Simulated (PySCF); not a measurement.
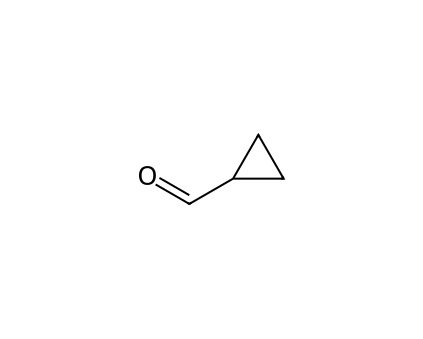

The drawing above gives the connectivity. Computed geometry: PBE0-D3(BJ)/def2-SVP optimisation. No frequency run is at hand to confirm it as a minimum.

Describe the 3D structure.

It has 11 atoms: 4 carbon, 6 hydrogen and 1 oxygen (C₄H₆O). Its SMILES string is `O=CC1CC1`. Independent rings (smallest set): 1 of 3 members. Among its groups: aldehyde. Coordination, clear cases only: 1 C trigonal planar.

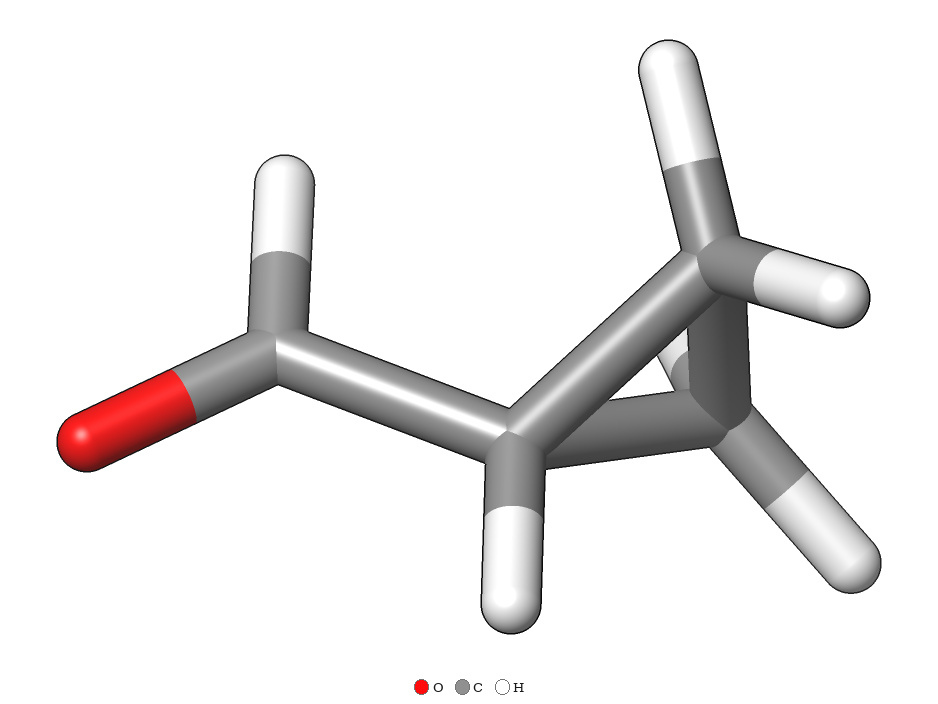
